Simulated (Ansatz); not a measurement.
Input

```
crystal:
  periodic: [false, false, false]
  atoms:
    - { symbol: "N", position_ang: [0.0089, 1.0675, 1.7206] }
    - { symbol: Si, position_ang: [-0.6249, -0.1028, 0.6871] }
    - { symbol: C, position_ang: [-0.5491, 0.4753, -1.0823] }
    - { symbol: C, position_ang: [0.5103, -0.3996, -1.4507] }
    - { symbol: C, position_ang: [0.646, -1.2123, -0.1552] }
    - { symbol: H, position_ang: [-0.51326, 0.95782, 2.6749] }
    - { symbol: H, position_ang: [0.97326, 0.83662, 1.97725] }
    - { symbol: H, position_ang: [-1.9014, -0.6222, 1.073] }
    - { symbol: H, position_ang: [-1.0304, 1.2742, -1.5729] }
    - { symbol: H, position_ang: [0.9238, -0.5482, -2.3948] }
    - { symbol: H, position_ang: [1.6378, -1.1445, 0.3162] }
    - { symbol: H, position_ang: [0.3745, -2.2524, -0.1622] }
basis:
  gaussian: { orbitals: "6-31G*" }
hamiltonian:
  xc: pbe
  dispersion: d4
relax:
  f_tol: 0.015
  max_steps: 40
output:
  orbitals: {}
```

Run with:

```sh
ansatz run input.yaml --threads 1 --pin off --max-ram 2048MiB --backend cpu --events-out ev --progress --plain --runs-dir out
```

The fields are those of the relaxed geometry.

The calculation used RKS PBE-D4/6-31G* in Ansatz 0.2.0.

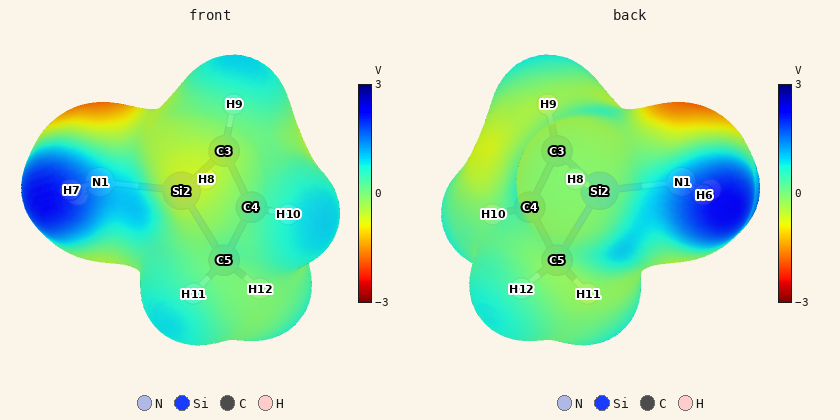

C₃H₇NSi. The molecular electrostatic potential painted on the density surface at 0.004 e/bohr³, seen from the front and from behind; red is negative and blue positive.

Q: Describe the electrostatic potential map.

A: The most negative region (about −1.7 V, or −39 kcal/mol for a unit charge) lies over N1, the most positive (about +2.3 V, or +53 kcal/mol for a unit charge) over H6 and H7. N1 is the likeliest acceptor of a hydrogen bond.
